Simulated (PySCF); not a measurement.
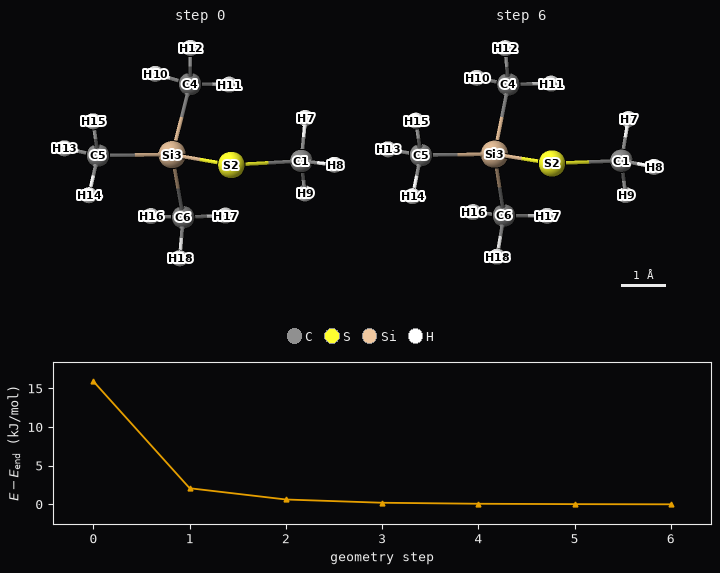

First and last geometry of a relaxation of C4H12SSi, with the history of the run. Style: ball-and-stick. Shown at a tilt.

The start comes from GFN2-xTB. Its atoms were then displaced at random by about 0.01 Å.

All numbers below come from PBE0-D3(BJ)/def2-TZVP geometry optimisation, gas phase in PySCF 2.14.0, density-fitted response routines. 

Read the history and describe the run.

Answer. It converged. After 6 geometry steps the energy has fallen by 15.9 kJ/mol. The largest move after the best rigid fit is that of H12, 0.15 Å. By element the largest moves are H 0.15 Å, C 0.06 Å, S 0.04 Å, Si 0.04 Å. Some distances before and after: S2–Si3 2.193 → 2.145 Å, C1–H9 1.052 → 1.090 Å, Si3–C6 1.905 → 1.872 Å, Si3–C4 1.900 → 1.871 Å. Among the angles between lasting bonds that change: H8–C1–H9 111.5° → 108.6°, H10–C4–H12 105.4° → 108.3°, S2–C1–H7 108.5° → 111.3°. The run took 11 min on 2 threads of Intel(R) Xeon(R) Processor @ 2.50GHz, on a shared host.

```json
{"step": "0", "E − E(0), kJ/mol": "0.00"}
{"step": "1", "E − E(0), kJ/mol": "-13.83"}
{"step": "2", "E − E(0), kJ/mol": "-15.29"}
{"step": "3", "E − E(0), kJ/mol": "-15.72"}
{"step": "4", "E − E(0), kJ/mol": "-15.85"}
{"step": "5", "E − E(0), kJ/mol": "-15.90"}
{"step": "6", "E − E(0), kJ/mol": "-15.92"}
```
